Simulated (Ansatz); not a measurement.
# Calculations on BN2H7O

### Relaxation

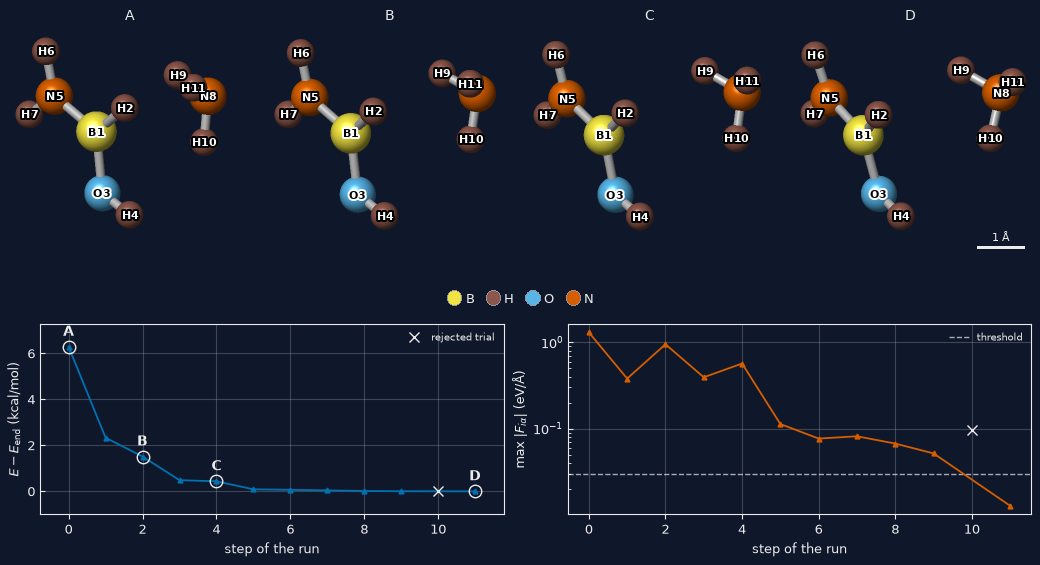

Frames of a relaxation of BN2H7O, marked on the history of the run. A ball-and-stick model, seen at a tilt.

The run prepares an end point of a later path (reaction) calculation, from a guessed geometry.

Level of theory: RHF/def2-SVP (Ansatz 0.2.0).

Input
```yaml
crystal:
  periodic: [false, false, false]
  atoms:
    - { symbol: B, position_ang: [-0.161096, -0.266747, -0.158267] }
    - { symbol: H, position_ang: [-0.143951, -0.587159, 0.993092] }
    - { symbol: O, position_ang: [0.992906, -0.047312, -0.850226] }
    - { symbol: H, position_ang: [1.780581, -0.191222, -0.351156] }
    - { symbol: "N", position_ang: [-1.386077, -0.159491, -0.83286] }
    - { symbol: H, position_ang: [-2.268134, -0.348415, -0.408426] }
    - { symbol: H, position_ang: [-1.437313, 0.090807, -1.800207] }
    - { symbol: "N", position_ang: [-0.111313, 2.117241, 1.241299] }
    - { symbol: H, position_ang: [-0.927206, 2.244976, 0.669186] }
    - { symbol: H, position_ang: [0.687294, 2.130876, 0.629916] }
    - { symbol: H, position_ang: [-0.173691, 1.172646, 1.635148] }
basis:
  gaussian: { orbitals: def2-SVP }
hamiltonian:
  xc: hf
relax:
  f_tol: 0.03
  max_steps: 50
```

Command:
```bash
ansatz run input.yaml --threads 1 --pin off --max-ram 2048MiB --backend cpu --events-out ev --progress --plain --runs-dir out
```

**Describe the path.**

The atom that moves furthest after the best rigid fit is H11 (0.92 Å). Largest moves by element: H 0.92 Å, N 0.42 Å, B 0.33 Å, O 0.10 Å. Some distances before and after: N8–H11 1.025 → 1.006 Å, B1–H2 1.195 → 1.206 Å. After 10 accepted moves (11 points after the start) the energy has fallen by 6.29 kcal/mol. Largest force component: 1.3 eV/Å at the start, 0.013 eV/Å at the end. The line search rejected the trial step at point 10 of the run. Cost: 16 s on 1 thread of Arm Neoverse V2, on a shared host, peak memory 0.15 GiB. From step 0 to 2: H11 moves most (0.39 Å), energy −4.77 kcal/mol. From step 2 to 4: H11 moves most (0.39 Å), energy −1.08 kcal/mol. From step 4 to 11: H2 moves most (0.18 Å), energy −0.44 kcal/mol.

Limits of the set-up: Hartree-Fock leaves out electron correlation.

### Relaxation

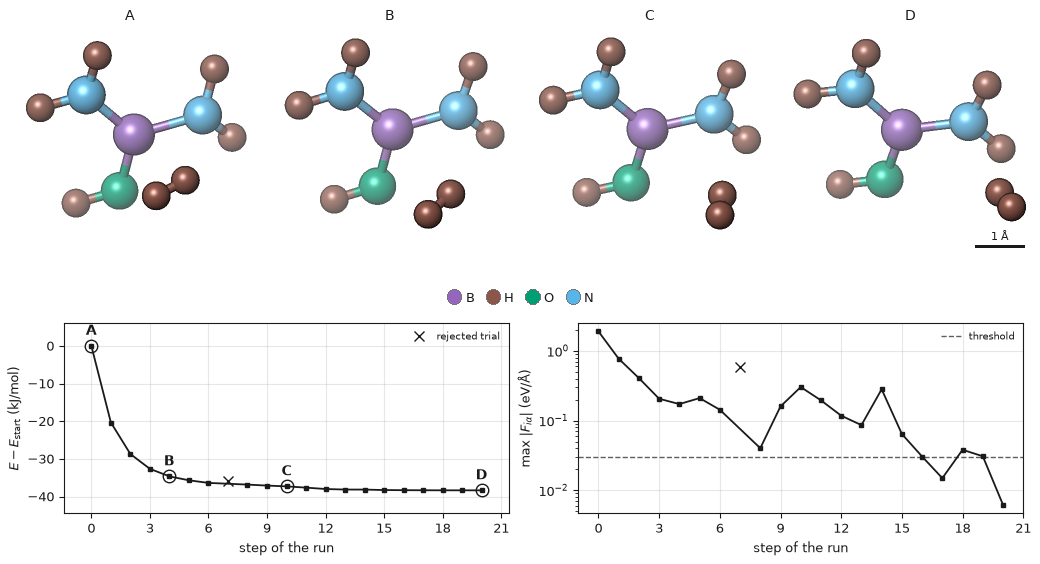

Frames of a relaxation of BN2H7O, marked on the history of the run. A ball-and-stick model, seen face on.

The run prepares an end point of a later path (reaction) calculation, from a guessed geometry.

All numbers below come from Ansatz, RHF/def2-SVP. Set-up: no spin polarisation; force threshold 0.03 eV/Å; at most 50 steps.

> Describe the path.

The energy falls by 38.4 kJ/mol in 19 accepted moves (20 points after the start). Largest force component: 1.9 eV/Å at the start, 0.0062 eV/Å at the end. The line search rejected the trial step at point 7 of the run. The atom that moves furthest after the best rigid fit is an H atom (1.94 Å). Largest moves by element: H 1.94 Å, O 0.60 Å, N 0.38 Å, B 0.37 Å. Some distances before and after: B–N 1.486 → 1.420 Å, H–H 0.710 → 0.748 Å, B–N 1.418 → 1.425 Å, B–O 1.367 → 1.373 Å. Among the angles between lasting bonds that change: B–N–H 120.0° → 124.2°, B–N–H 117.3° → 120.8°. From step 0 to 4: an H atom moves most (0.77 Å), energy −34.7 kJ/mol. From step 4 to 10: an H atom moves most (0.71 Å), energy −2.65 kJ/mol. From step 10 to 20: an H atom moves most (0.61 Å), energy −1.06 kJ/mol.

Limits of the set-up: the start holds two separate molecules, 2.3 Å apart at their closest, whose relative position is a soft coordinate and is computed without a dispersion correction; Hartree-Fock leaves out electron correlation.

### Path

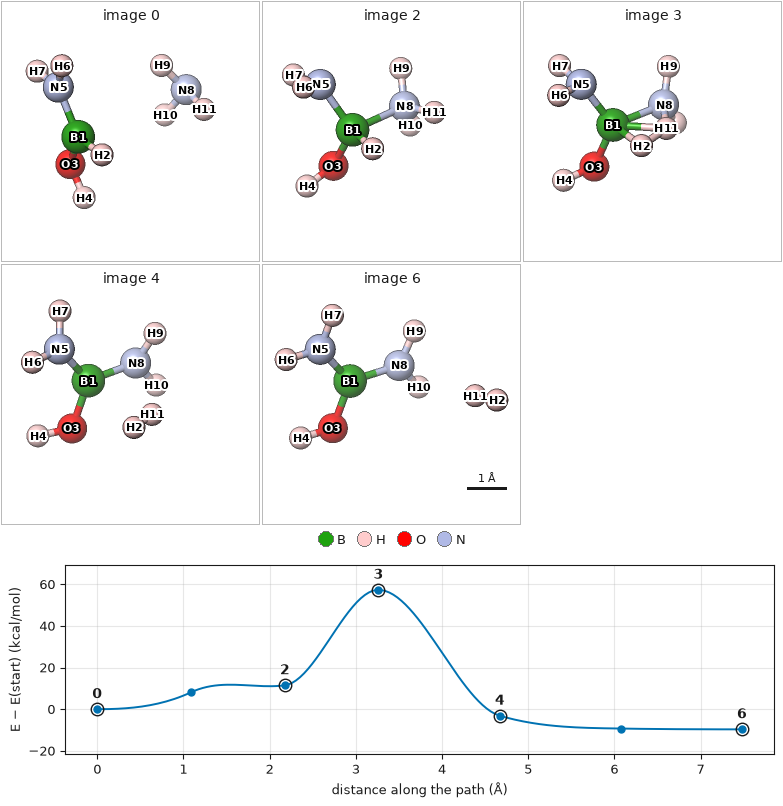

A search for the minimum-energy path of BN$_{2}$H$_{7}$O, made up at the start of BNH4O and NH3 by the nudged elastic band. Images are numbered from 0 (start) to 6 (end). A ball-and-stick model, seen at a tilt.

Theory: RHF/def2-SVP in Ansatz. Run with 5 movable images; climbing image; force threshold 0.05 eV/Å; iteration limit 60; starting path through a guess of the saddle point.

> Read off the barrier and say what moves.

Breaking: B1–H2 (1.21 → 1.48 at the top → 4.36 Å), N8–H11 (1.01 → 1.31 at the top → 2.94 Å). Forming: B1–N8 (3.49 → 1.56 at the top → 1.42 Å), H2–H11 (3.44 → 1.03 at the top → 0.75 Å). Forward barrier 57.3 kcal/mol, backward barrier 67.0 kcal/mol, with image 3 at the top; the reaction energy is −9.7 kcal/mol. The band converged in 27 iterations. The largest component of the band force went from 15 to 0.049 eV/Å. The climbing image converged on the top of the path. Its vibrational analysis gives one imaginary mode (1892i cm⁻¹), as a transition state must have.

Limits of the set-up: the start holds two separate molecules, 3.0 Å apart at their closest, whose relative position is a soft coordinate and is computed without a dispersion correction; Hartree-Fock leaves out electron correlation.

Cost: 2.4 min on 1 thread of Arm Neoverse V2 (shared host), peak memory 0.16 GiB.
